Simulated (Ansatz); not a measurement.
# Transmission past a defect: Ag wire along [100], 5 atoms a period, vacancy of one Ag, part 2 of 4

Wanted: the relaxed defect and the transmission past it, beside the channels of the perfect wire.

Ansatz 0.2.0; DFT PBE, plane waves, PAW; relaxation of a wire's period (the session's first sound run).

So far. Step 2 (The relaxed wire): The cell's length comes to 2.795 Å with spin left out. That is -33 % against the start, more than a small adjustment. 5 contacts a cell pass between under 1.1 and over 1.27 times the sum of covalent radii, so the wire has rearranged from the shape that names it.

## 3. The wire at its relaxed period

This step: DFT PBE, plane waves, PAW; channels and complex bands of a perfect wire (Ansatz 0.2.0).

At the relaxed period the Bloch states of the perfect wire are found at each energy: those that move forward count the open channels, and those that decay describe how a disturbance dies away inside the wire itself. An energy step of 0.035 eV is under the 0.039 eV that the program asks for its thermal average at 300 K.

File input.yaml:

```yaml
crystal:
  lattice:
    - [10.95, 0.0, 0.0]
    - [0.0, 10.95, 0.0]
    - [0.0, 0.0, 2.7948709137]
  atoms:
    - { symbol: Ag, position: [0.5, 0.5, 0.0] }
    - { symbol: Ag, position: [0.279084184, 0.5, 0.5] }
    - { symbol: Ag, position: [0.5, 0.279084184, 0.5] }
    - { symbol: Ag, position: [0.5, 0.720915816, 0.5] }
    - { symbol: Ag, position: [0.720915816, 0.5, 0.5] }
kpoints:
  mp_grid: { grid: [1, 1, 29] }
scf:
  occupations: { method: fermi_dirac, width: 0.05 }
hamiltonian:
  xc: pbe
output:
  transmission:
    e_range: [-1.26, 1.26]
    de: 0.035
    kmesh: [1, 1]
    reduced_basis: true
    leads: [[0, 0]]
basis:
  ecutwfc: "350 eV"
```

Run with:

```console
> ansatz run input.yaml --threads 4 --pin off --max-ram 16384MiB --backend cpu --events-out ev --progress --plain --runs-dir out
```

Numbers of over 12 decimals in the logs are rounded to 6 here.

Log:

```text
Warning: basis.ecutwfc = 350 eV is below the records' recommended 420 eV, and the density's cutoff is lower with it unless basis.ecutrho_ratio is high enough to keep the records' density cutoff: compare with a run at a higher cutoff
[...]
Crystal: 5 atoms, lattice volume = 335.112 Å³
Basis set: ecut = 350 eV, 4957 PW (Γ)
Bands: 57, of which v1, the nominal top of the filled ones, is band 48 counted from 1 (47 counted from 0)
Symmetry: 16 space group operations
[...]
k-points: 15 of 29
[...]
SCF iter   1: F=—  HF=-37949.116092 eV  |F-HF|=—  |Δ(HF+E_count)|=         —  Δρ=1.86e-3  dr2=5.28e-2  ethr=1.77e-3  ⟨swp⟩=7.3  Hψ=3350  notcnv=0  defer=4
[...]
SCF iter   7: F=-37949.113338 eV  HF=-37949.113339 eV  |F-HF|=2.68e-8  |Δ(HF+E_count)|=   1.90e-7  Δρ=4.01e-6  dr2=4.63e-8  ethr=1.05e-10  ⟨swp⟩=10.8  Hψ=2807  notcnv=0
SCF 1 converged in 7 iterations: F = -37949.113338 eV  dr2 = 4.63e-8
[...]
transmission: 4 of 24 steps passed
transmission: 8 of 24 steps passed
[...]
transmission: 24 of 24 steps passed
SCF converged after 7 iterations
Free energy (F): -37949.113338 eV
[...]
Internal energy: -37949.100501 eV  (E = F + TS)
E sigma→0 (E₀):  -37949.106920 eV
Entropy (-TS):   -0.012838 eV (-2.568 meV/atom)
Fermi energy:    1.223073 eV
[...]
--- Band table (eV; the first three rows and the last of 15) ---
  k-point 0: bands = [... 44 lower, -1.3624, -1.3624, -0.8777, -0.8777, 0.8008, 1.4273, 2.8813, 3.4447, ... 5 higher]
  k-point 1: bands = [... 44 lower, -1.3987, -1.3987, -0.8371, -0.8371, 0.8233, 1.4608, 2.9142, 3.4890, ... 5 higher]
  k-point 2: bands = [... 44 lower, -1.4856, -1.4856, -0.7349, -0.7349, 0.8902, 1.5589, 3.0111, 3.6189, ... 5 higher]
  k-point 14: bands = [... 44 lower, -1.2977, 1.9971, 2.7931, 3.5095, 3.5095, 5.2562, 5.5171, 5.5171, ... 5 higher]
--- Transmission ---
  basis      : 877 plane waves across, 4 finite elements along
  points     : 1, standing for a mesh of 1 x 1
  filling    : by the input's occupations and mesh, since the crystals that have channels conduct as metals do. If one of these is a semiconductor, that mesh has misplaced its level
  energies   : 73 from -1.260000 to 1.260000 eV about the Fermi level, 0.035000 eV apart; the leads are filled to 0.000000 eV, and channels, transmission and decay are at 0.000000 eV
  crystal 0  : Ag5, at the sites [0, 0], period 2.7949 Å: whole cells are its period
    offset         : up to 0.0000 Å between an atom of the period and one for which it stands
    filled         : 12.3 meV over the level at which it is neutral
    channels       : 4.000000e0 a spin
    conductance    : 2.5850e14 S/m² at 300 K; may be off by some 0.0 % by where its bands' edges are placed, 0.0 % from the distance to neutral
```

Wall time 84 s (4 threads of Arm Neoverse V1, shared host); peak memory 1.5 GiB.

This step gave:

| Property | Result |
| --- | --- |
| energy at zero smearing | -37949.1069 eV |
| channels at the energy nearest the Fermi level, one spin | 4 |
| conductance of the lead as this run defines it | 4.000 G₀ |
| band gap | 0 eV |

Table of open channels of the lead, one spin by energy, zero at the Fermi level:

| energy (eV) | open channels of the lead, one spin |
| --- | --- |
| -1.190 | 3 |
| -1.015 | 3 |
| -0.805 | 3 |
| -0.595 | 3 |
| -0.385 | 4 |
| -0.210 | 4 |
| 0.000 | 4 |
| 0.210 | 5 |
| 0.385 | 5 |
| 0.595 | 5 |
| 0.805 | 5 |
| 1.015 | 5 |
| 1.190 | 4 |

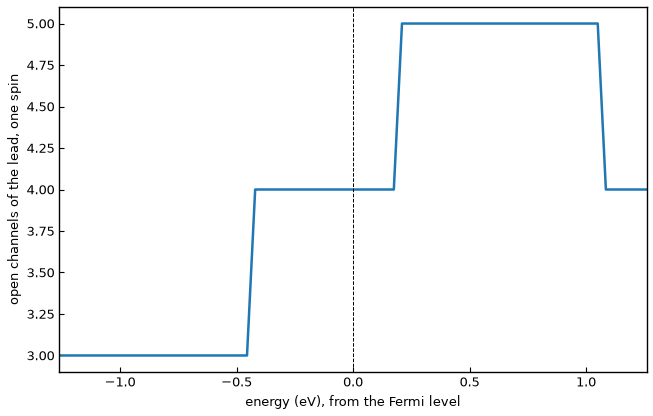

Open channels of the lead, one spin, plotted against energy.

The slowest values at each energy, most degenerate partners merged, listed up to 1.5 1/Å. The Im kz of the slowest decaying states by energy, zero at the Fermi level:

| energy (eV) | decay 1 (Å⁻¹) | decay 2 (Å⁻¹) | decay 3 (Å⁻¹) | decay 4 (Å⁻¹) |
| --- | --- | --- | --- | --- |
| -1.015 | 0.372 | 0.401 | 0.465 | 0.523 |
| -0.490 | 0.133 | 0.327 | 0.465 | 0.510 |
| 0.000 | 0.187 | 0.449 | 0.477 | 0.639 |
| 0.490 | 0.419 | 0.422 | 0.633 | 0.697 |
| 1.015 | 0.327 | 0.368 | 0.613 | 0.700 |

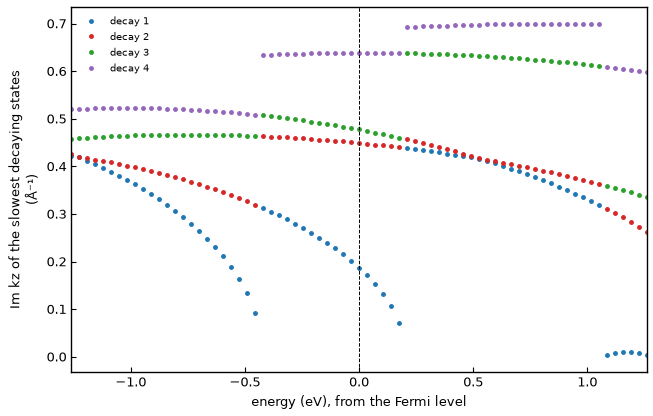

Im kz of the slowest decaying states, plotted against energy.

By hand: the program gives 2.5850 × 10^14 S/m² over the cell's cross-section of 119.90 Å² = 1.199 × 10^-18 m², so one cell conducts 3.099 × 10^-4 S. Divided by G0 = 2e²/h = 7.748 × 10^-5 S this is 4.00 G0, a resistance of 3.23 kΩ.

At the computed energy nearest the Fermi level there are 4 channels a spin, and the thermal average gives 4.00 G₀.

(Continued in part 3 of 4.)

[Logs are printed without paths, hosts, clocks, repeated set-up lines and the standing remarks that a program may print on its own settings, such as how far it seeks lower states.]

[Hosts, paths, dates, database ids (printed as entryN), source tags and the programs' standing remarks are cut or masked in the printed files.]
